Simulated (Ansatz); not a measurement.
# CH7AlInNS: the cost of one run

Computed with Ansatz 0.2.0, Gaussian basis. Level: the settings change from run to run.

### 1 The geometry

An earlier PBE0-D4 in a triple-zeta def2 set relaxation fixed the geometry. In takes a core potential in def2 sets; no spin-orbit term is included.

12 atoms, charge 0, spin multiplicity 1.

Atoms are counted from 1 here; the program's logs count them from 0.

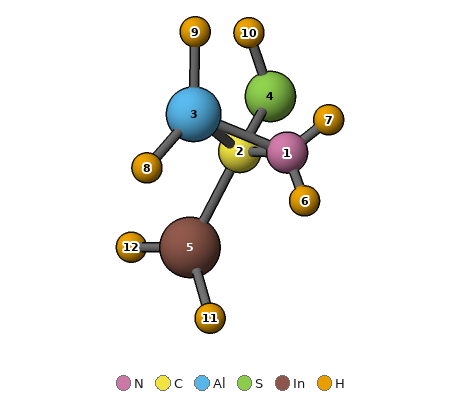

The structure; nitrogen pink, carbon yellow, aluminium blue, sulfur green, indium brown, hydrogen amber; atoms are numbered from 1 in the order of the file.

### 2 PBE-QIDH/x2c-TZVPPall

Set apart from the defaults: relativity set to scalar.

Input file in.yaml:

```yaml
crystal:
  periodic: [false, false, false]
  atoms:
    - {symbol: N, position_ang: [-1.172290, -0.345428, 0.565079]}
    - {symbol: C, position_ang: [-0.150008, 0.036923, -0.506974]}
    - {symbol: Al, position_ang: [0.607122, -1.089418, 0.938816]}
    - {symbol: S, position_ang: [-0.522529, -0.598627, -2.103126]}
    - {symbol: In, position_ang: [0.714201, 1.981709, -0.375702]}
    - {symbol: H, position_ang: [-1.595158, 0.441207, 1.043829]}
    - {symbol: H, position_ang: [-1.899630, -0.936921, 0.177115]}
    - {symbol: H, position_ang: [1.331071, -0.329300, 2.133390]}
    - {symbol: H, position_ang: [0.671800, -2.649600, 0.668495]}
    - {symbol: H, position_ang: [-0.071789, -1.869772, -1.999423]}
    - {symbol: H, position_ang: [0.132482, 2.951274, 0.932282]}
    - {symbol: H, position_ang: [1.954728, 2.407942, -1.473781]}
basis:
  gaussian: {orbitals: x2c-TZVPPall}
hamiltonian: {xc: {name: PBE-QIDH}, pseudopotentials: {relativity: scalar}}
output: {forces: true}
```

Launch:

```sh
$ ansatz run in.yaml --threads 4 --pin off --events-out ev --progress --plain --max-ram 10444MiB
```

**Question.** How long does this run take on 4 threads of Intel Xeon 6975P-C, shared host, and how much memory does it need?

About 19 s, with a peak of 1.3 GiB.
